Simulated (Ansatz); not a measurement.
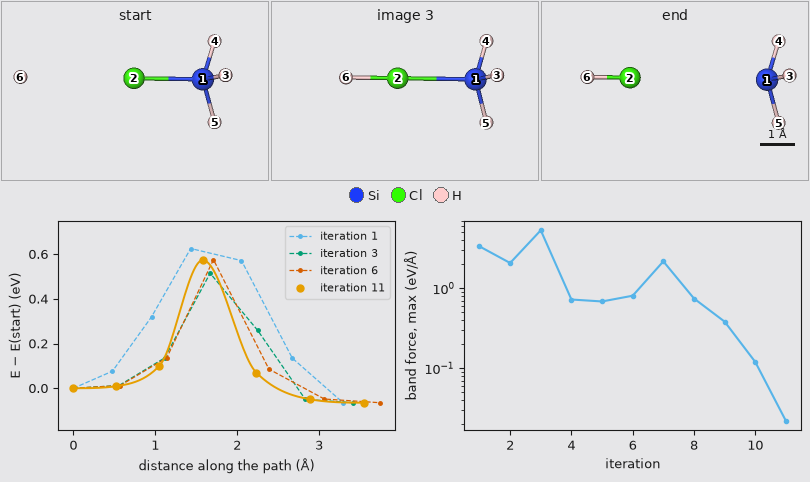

A search for the minimum-energy path of SiH4Cl (multiplicity 2), made up at the start of SiH3Cl and H by the nudged elastic band. Images are numbered from 0 (start) to 6 (end). The plot follows the band through its iterations. Style: ball-and-stick. Shown face on.

Level of theory: Ansatz 0.2.0, UKS B3LYP/cc-pVDZ.

Input file:
```yaml
crystal:
  periodic: [false, false, false]
  atoms:
    - { symbol: Si, position_ang: [0.003299, 0.0, -0.212038] }
    - { symbol: Cl, position_ang: [0.038921, 0.0, 1.887841] }
    - { symbol: H, position_ang: [1.41202, 0.0, -0.698087] }
    - { symbol: H, position_ang: [-0.710008, 1.22582, -0.669631] }
    - { symbol: H, position_ang: [-0.710008, -1.22582, -0.669631] }
    - { symbol: H, position_ang: [-0.032824, 0.0, 5.332946] }
magnetization:
  spin_polarized: true
  initial_magnetization: 1
basis:
  gaussian: { orbitals: cc-pVDZ }
hamiltonian:
  xc: b3lyp
neb:
  order_check: false
  images: 5
  f_tol: 0.03
  max_iterations: 60
  final_atoms:
    - { symbol: Si, position_ang: [-0.00084446, 0.0, -0.55008558] }
    - { symbol: Cl, position_ang: [0.00236569, 0.0, 3.62846819] }
    - { symbol: H, position_ang: [1.4239108, 0.0, -1.0118092] }
    - { symbol: H, position_ang: [-0.71365682, 1.234124, -1.01046365] }
    - { symbol: H, position_ang: [-0.71365682, -1.234124, -1.01046365] }
    - { symbol: H, position_ang: [0.00328162, 0.0, 4.92575388] }
  initial_path:
    images:
      - { positions_ang: [[0.003299, 0.0, -0.212038], [0.038921, 0.0, 1.887841], [1.41202, 0.0, -0.698087], [-0.710008, 1.22582, -0.669631], [-0.710008, -1.22582, -0.669631], [-0.032824, 0.0, 5.332946]] }
      - { positions_ang: [[0.00215987, 0.0, -0.14135865], [0.02602122, 0.0, 2.05189401], [1.40021738, 0.0, -0.62752356], [-0.70263461, 1.21434667, -0.60845457], [-0.70263461, -1.21434667, -0.60845457], [-0.02172924, 0.0, 4.90529733]] }
      - { positions_ang: [[0.00102075, 0.0, -0.07067931], [0.01312144, 0.0, 2.21594701], [1.38841476, 0.0, -0.55696011], [-0.69526123, 1.20287333, -0.54727813], [-0.69526123, -1.20287333, -0.54727813], [-0.01063449, 0.0, 4.47764867]] }
      - { positions_ang: [[-0.00011838, 0.0, 4.0e-08], [0.00022166, 0.0, 2.38000002], [1.37661214, 0.0, -0.48639667], [-0.68788784, 1.1914, -0.4861017], [-0.68788784, -1.1914, -0.4861017], [0.00046027, 0.0, 4.05]] }
      - { positions_ang: [[-0.00036041, 0.0, -0.18336183], [0.00093634, 0.0, 2.79615608], [1.39237836, 0.0, -0.66153418], [-0.6964775, 1.20564133, -0.66088901], [-0.6964775, -1.20564133, -0.66088901], [0.00140072, 0.0, 4.34191796]] }
      - { positions_ang: [[-0.00060243, 0.0, -0.36672371], [0.00165101, 0.0, 3.21231214], [1.40814458, 0.0, -0.83667169], [-0.70506716, 1.21988267, -0.83567633], [-0.70506716, -1.21988267, -0.83567633], [0.00234117, 0.0, 4.63383592]] }
      - { positions_ang: [[-0.00084446, 0.0, -0.55008558], [0.00236569, 0.0, 3.62846819], [1.4239108, 0.0, -1.0118092], [-0.71365682, 1.234124, -1.01046365], [-0.71365682, -1.234124, -1.01046365], [0.00328162, 0.0, 4.92575388]] }
```

Launched with:
```bash
ansatz run input.yaml --threads 1 --pin off --max-ram 2048MiB --backend cpu --events-out ev --progress --plain --runs-dir out
```

**Judge this run.**

The result is final at these settings. The band converged in 11 iterations. The largest component of the band force went from 3.4 to 0.022 eV/Å. The climbing image converged on the top of the path. Its vibrational analysis gives one imaginary mode (607i cm⁻¹), as a transition state must have. The first iteration put the highest image at 0.63 eV. The highest point, image 3, lies 0.57 eV above the start and 0.64 eV above the end; the end is at −0.06 eV relative to the start.

Limits of the set-up: the start holds two separate molecules, 3.4 Å apart at their closest, whose relative position is a soft coordinate and is computed without a dispersion correction.
